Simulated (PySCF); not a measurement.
The calculation's input:

```
{"job": {"kind": "nmr", "xc": "PBE0", "basis": "pcSseg-1"}, "charge": 1, "multiplicity": 1}
C      3.285965     0.455223     0.120515
C      2.050990     0.075698     0.553600
C      0.906128     0.323659    -0.201815
C     -0.422985    -0.061879     0.221464
S     -1.802942     0.640016    -0.737896
C     -3.148633    -0.326316     0.119922
F     -3.127151    -0.058674     1.419237
F     -4.310532    -0.013751    -0.387117
F     -2.919580    -1.626587    -0.025946
H      4.169634     0.264936     0.710434
H      3.424291     0.965552    -0.821704
H      1.949790    -0.426497     1.508196
H      1.015721     0.826696    -1.157567
H     -0.580986     0.128643     1.291935
H     -0.494125    -1.158729     0.113001
```

Run with:

```sh
OMP_NUM_THREADS=1 python probes_run.py task.json out
```

Geometry: GFN2-xTB.

These are results of PBE0/pcSseg-1, SCF density, gas phase, non-relativistic (PySCF 2.14.0), not measurements.

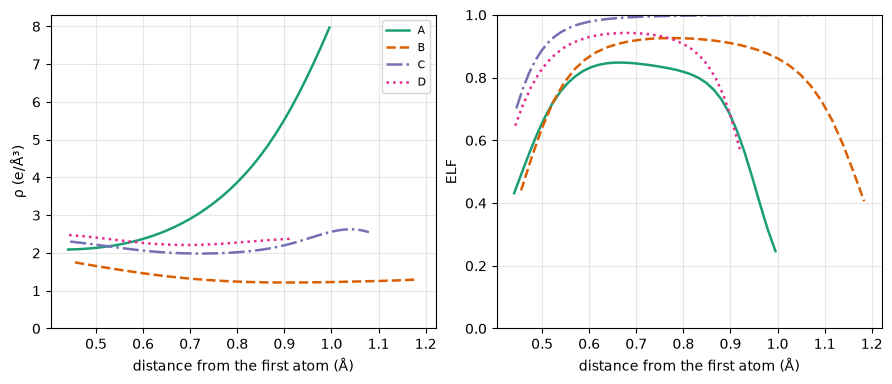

C5H6F3S (SMILES C=C[CH+]CSC(F)(F)F) (charge +1). Electron density and ELF along straight lines between neighbouring atoms. The curves leave out the atomic cores.

> Which curve belongs to which contact (C–C, C–F, C–H and C–S)? The first atom named is at distance zero.

Curve A: C–F (1.31 Å): the density is about 2.6 e/Å³ at the midpoint; the ELF peaks at about 0.85 between the atoms: a shared but strongly polarised pair. Curve B: C–S (1.82 Å): ρ is about 1.2 e/Å³ halfway; the ELF peaks at about 0.95 between the atoms: a covalent bond. Curve C: C–H (1.08 Å): the density is about 2.2 e/Å³ at the midpoint; the ELF climbs to about 1 towards the hydrogen, as it does in any bond to H; a covalent bond by its length. Curve D: C–C (1.36 Å): the density is about 2.2 e/Å³ at the midpoint; the ELF peaks at about 0.95 between the atoms (a covalent bond).
